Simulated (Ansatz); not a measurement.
# BHLYP/STO-3G run of AlH3Cl− (SMILES [AlH3-][Cl])

What is the vertical singlet–triplet gap of AlH3Cl− at BHLYP/STO-3G? 

Program for the calculation: Ansatz 0.2.0.

5 further runs of the same task are left out: 3 that didn't finish, 2 set aside as unsound or not needed.

### 1 The structure to begin with

The species is AlH3Cl− (5 atoms), meant as a singlet with charge -1. As SMILES, `[AlH3-][Cl]`. The shape comes from GFN2-xTB, which is rough for such elements, and wasn't checked as a minimum.

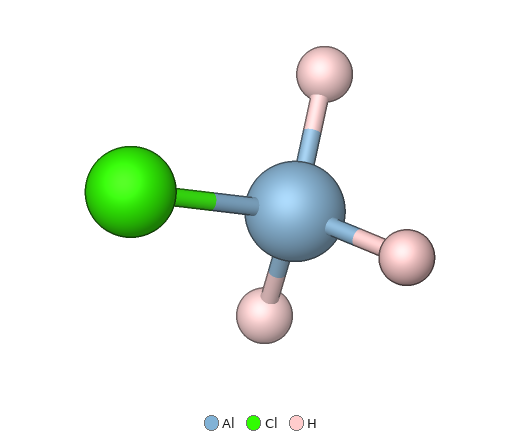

The structure, seen from a chosen angle (aluminium light blue, chlorine green, hydrogen pink).

### 2 A single-point energy at BHLYP/STO-3G

The input, input.yaml:

```yaml
basis:
  gaussian: {orbitals: STO-3G}
crystal:
  periodic: [false, false, false]
  atoms:
    - symbol: Al
      position_ang: [0.109160, -0.000440, -0.082500]
    - symbol: Cl
      position_ang: [-1.562720, -0.002110, 1.184250]
    - symbol: H
      position_ang: [0.226090, 1.478490, -0.704190]
    - symbol: H
      position_ang: [-0.160190, -1.106410, -1.218300]
    - symbol: H
      position_ang: [1.387660, -0.369540, 0.820730]
total_charge: -1
magnetization: {spin_polarized: false, initial_magnetization: 0}
hamiltonian: {xc: {name: BHLYP}}
accuracy: high
```

Launch:

```bash
$ ansatz run input.yaml --threads 1 --pin off --max-ram 2610MiB --events-out events.jsonl --progress --plain --runs-dir runs
```

The program printed:

```text
Warning: RAYON_NUM_THREADS=1 ignored (pool sized by the plan → 1); use --threads N
Functional definition: BHLYP
  name "BHLYP"
  parameter a = 0.5
  exchange = (1 - a)*b88_x + a*exact_x
  correlation = lyp_c
362 factors; integrals over basis functions are off by at most 7.1e-9 eV
mean field evaluation 1: about -18951.6909 eV, gradient 1.8e1 eV
mean field evaluation 2: about -18952.7668 eV, gradient 6.9e0 eV
mean field evaluation 4: about -18952.9146 eV, gradient 2.8e-1 eV
mean field evaluation 8: about -18952.8928 eV, gradient 7.0e-4 eV
mean field -18952.89276713 eV, -696.5059624600 hartree, gradient 1.9e-8 eV, S^2 0.000000; 0 other end points of the search recorded, 0 dependent functions left out
reference -18952.89278609 eV, -696.5059631566 hartree; 17, 17 occupied and 4, 4 virtual orbitals, 362 factors
Total energy: -18952.89278609 eV, -696.5059631566 hartree
```

Run time: 1.7 s. Hardware: 1 thread of Intel Xeon Platinum 8259CL at 2.50GHz (Skylake/Cascade Lake), shared host; peak memory 0.12 GiB.

### 3 The triplet

The input, input.yaml:

```yaml
crystal:
  periodic: [false, false, false]
  atoms:
    - {symbol: Al, position_ang: [0.109160, -0.000440, -0.082500]}
    - {symbol: Cl, position_ang: [-1.562720, -0.002110, 1.184250]}
    - {symbol: H, position_ang: [0.226090, 1.478490, -0.704190]}
    - {symbol: H, position_ang: [-0.160190, -1.106410, -1.218300]}
    - {symbol: H, position_ang: [1.387660, -0.369540, 0.820730]}
basis:
  gaussian:
    orbitals: STO-3G
total_charge: -1
magnetization:
  spin_polarized: true
  initial_magnetization: 2
hamiltonian:
  xc: {name: BHLYP}
accuracy: high
```

Launch:

```bash
$ ansatz run input.yaml --threads 1 --pin off --max-ram 2610MiB --events-out events.jsonl --progress --plain --runs-dir runs
```

The program printed:

```text
Warning: RAYON_NUM_THREADS=1 ignored (pool sized by the plan → 1); use --threads N
Functional definition: BHLYP
  name "BHLYP"
  parameter a = 0.5
  exchange = (1 - a)*b88_x + a*exact_x
  correlation = lyp_c
362 factors; integrals over basis functions are off by at most 7.1e-9 eV
mean field evaluation 1: about -18939.0437 eV, gradient 1.1e1 eV
mean field evaluation 2: about -18940.6203 eV, gradient 4.8e0 eV
mean field evaluation 4: about -18940.9762 eV, gradient 7.5e-1 eV
mean field evaluation 8: about -18941.1112 eV, gradient 1.2e-1 eV
mean field evaluation 16: about -18941.1141 eV, gradient 1.4e-3 eV
mean field evaluation 32: about -18941.0383 eV, gradient 2.5e-1 eV
mean field -18941.11408469 eV, -696.0731038641 hartree, gradient 2.1e-8 eV, S^2 2.004009; 2 other end points of the search recorded, 0 dependent functions left out
reference -18941.11410399 eV, -696.0731045733 hartree; 18, 16 occupied and 3, 5 virtual orbitals, 362 factors
Total energy: -18941.11410399 eV, -696.0731045733 hartree
```

It took 5.1 s on 1 thread of Intel Xeon Platinum 8259CL at 2.50GHz (Skylake/Cascade Lake), shared host; peak memory 0.14 GiB.

### 4 Outcome

Level: BHLYP/STO-3G.

| quantity | value |
| --- | --- |
| singlet: total energy | -696.50596 Eh |
| triplet: total energy | -696.07310 Eh |
| triplet: ⟨S²⟩ | 2.004 |
| vertical energy of the triplet above the singlet | 11.779 eV |

At this shape the triplet lies 11.78 eV (1136 kJ/mol) above the singlet. For an anion a state so high probably lies above electron detachment. In a minimal basis such a difference can be off by several eV, whatever the method.
